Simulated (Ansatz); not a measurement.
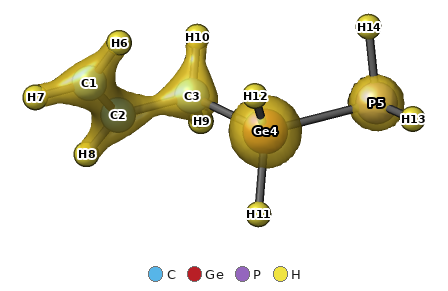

Figure 1: C$_{3}$H$_{9}$GeP (SMILES C=C[CH2][GeH2][PH2]). Isosurface of the electron density at 1.5 e/Å³ (yellow), seen from one side.

Level of theory: SCF lc_wpbe, Gaussian basis in Ansatz.

```yaml
atoms:
  - { symbol: C, position_ang: [-2.1123, 1.1320, 0.1919] }
  - { symbol: C, position_ang: [-1.8057, -0.1682, 0.1628] }
  - { symbol: C, position_ang: [-0.5586, -0.6685, -0.5039] }
  - { symbol: Ge, position_ang: [1.0195, -0.1638, 0.5239] }
  - { symbol: P, position_ang: [2.8847, -0.9788, -0.5122] }
  - { symbol: H, position_ang: [-1.4558, 1.8708, -0.2578] }
  - { symbol: H, position_ang: [-3.0292, 1.4632, 0.6684] }
  - { symbol: H, position_ang: [-2.4919, -0.8847, 0.6045] }
  - { symbol: H, position_ang: [-0.5942, -1.7761, -0.5671] }
  - { symbol: H, position_ang: [-0.4813, -0.2582, -1.5331] }
  - { symbol: H, position_ang: [0.9178, -0.7575, 1.9519] }
  - { symbol: H, position_ang: [1.1120, 1.3809, 0.6085] }
  - { symbol: H, position_ang: [3.7929, -0.1600, 0.2719] }
  - { symbol: H, position_ang: [2.8022, -0.0310, -1.6100] }
```

### How is the density connected at this value?

At this value the surface falls into seven separate pieces. It bridges the shortest C–C (1.34 Å) and C–H (1.09 Å) contacts, where the density stays above the isovalue. It is pinched off along the shortest C–Ge (1.95 Å) and Ge–P (2.28 Å) contacts. On the grid the lowest density along these lines, outside the cores, is 2.3 e/Å³ (C–C, 1.34 Å), 0.87 e/Å³ (C–Ge, 1.95 Å), 0.7 e/Å³ (Ge–P, 2.28 Å) and 1.9 e/Å³ (C–H, 1.09 Å).
